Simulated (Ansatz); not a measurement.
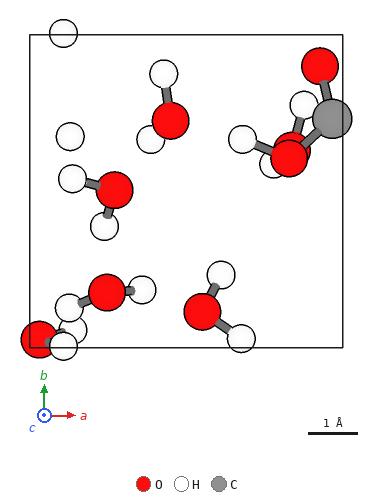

Starting frame of a dynamics run of a periodic cell with 6 H2O + 1 HCOOH at 0.957 g/cm³. The picture is a ball-and-stick view of the simulation cell, seen along the c axis.

Theory: DFT PBE-D3(BJ), scalar-relativistic, plane waves, PAW (Ansatz 0.2.0).

Input file:
```yaml
accuracy: low
crystal:
  lattice:
    - [6.441688, 0.0, 0.0]
    - [0.0, 6.441688, 0.0]
    - [0.0, 0.0, 6.441688]
  atoms:
    - { symbol: O, position: [0.55164847, 0.11466752, 0.65452513] }
    - { symbol: H, position: [0.67601162, 0.02880088, 0.68555377] }
    - { symbol: H, position: [0.6114734, 0.23194095, 0.57756954] }
    - { symbol: O, position: [0.03085635, 1.02559986, 0.34614605] }
    - { symbol: H, position: [0.1377666, 1.05614677, 0.24324227] }
    - { symbol: H, position: [0.10752985, 1.00446963, 0.47578933] }
    - { symbol: O, position: [0.27096455, 0.50328747, 0.24853823] }
    - { symbol: H, position: [0.13659726, 0.53981545, 0.31487814] }
    - { symbol: H, position: [0.23860664, 0.38748844, 0.15415618] }
    - { symbol: O, position: [0.83799699, 0.62997898, 0.4079285] }
    - { symbol: H, position: [0.87645378, 0.77502409, 0.37570642] }
    - { symbol: H, position: [0.77963549, 0.58662017, 0.27314576] }
    - { symbol: O, position: [0.45019208, 0.72520085, 0.94403247] }
    - { symbol: H, position: [0.42814149, 0.87521398, 0.95123645] }
    - { symbol: H, position: [0.38673424, 0.66530078, 1.07365958] }
    - { symbol: O, position: [0.24692795, 0.17600919, 0.95538472] }
    - { symbol: H, position: [0.12617705, 0.12686009, 0.8769999] }
    - { symbol: H, position: [0.35853944, 0.18464624, 0.85035623] }
    - { symbol: O, position: [0.8290981, 0.60480846, 0.93786067] }
    - { symbol: C, position: [0.96677008, 0.73148506, 0.85860673] }
    - { symbol: O, position: [0.92768725, 0.89962409, 0.77541572] }
    - { symbol: H, position: [0.68006773, 0.66585784, 0.92691128] }
    - { symbol: H, position: [1.12914329, 0.67442091, 0.87700592] }
basis:
  ecutwfc: 420.0
kpoints:
  mp_grid: { grid: [1, 1, 1] }
hamiltonian:
  xc: pbe
  dispersion: d3bj
scf:
  occupations: { method: fermi_dirac, width: 0.05 }
  lower_state_search: "off"
md:
  timestep: 0.5
  n_steps: 300
  ensemble: nvt_langevin
  temperature: 350.0
  initial_velocities: maxwell_boltzmann
  seed: 327543
  friction: 0.02
```

Launched with:
```bash
ansatz run input.yaml --threads 1 --pin off --max-ram 3072MiB --backend cpu --events-out ev --progress --plain --runs-dir out
```

Predict how the run goes.

The mean temperature in the second half is 354 K (standard deviation 40 K). The potential energy in the second half lies on average 29.9 meV per atom above the first frame. In the second half of the run the atoms are, in the root-mean-square, this far from where they began (common drift taken out): H 0.38 Å, O 0.35 Å, C 0.31 Å. The heavy atoms stay within a fraction of a molecule's size of their starting places; so short a run doesn't tell a liquid from a solid. Bond changes: one H–O bond forms at about 127 fs.

Along the run (each row but the first and the last is the mean over the interval that it begins):

```
time (fs)  potential energy (meV/atom)  T (K)
      0.0                          0.0    335
     18.5                         23.3    249
     37.0                         24.2    239
     55.5                         23.2    290
     74.0                         24.0    336
     92.5                         30.7    336
    111.0                         32.2    340
    129.5                         31.7    396
    148.0                         31.1    421
```

The paths of the atoms:

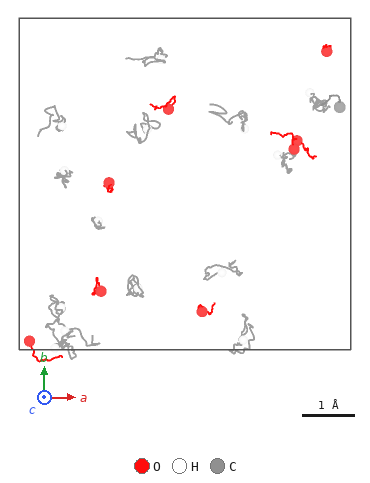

Limits of the set-up: the program's low-accuracy preset was used; the periodic images lie only 6.4 Å apart, so the values are limited by the cell's size.

Cost: 5.7 min on 1 thread of AMD EPYC 7R43 64-Core Processor (Zen 3) (shared host), peak memory 0.41 GiB.
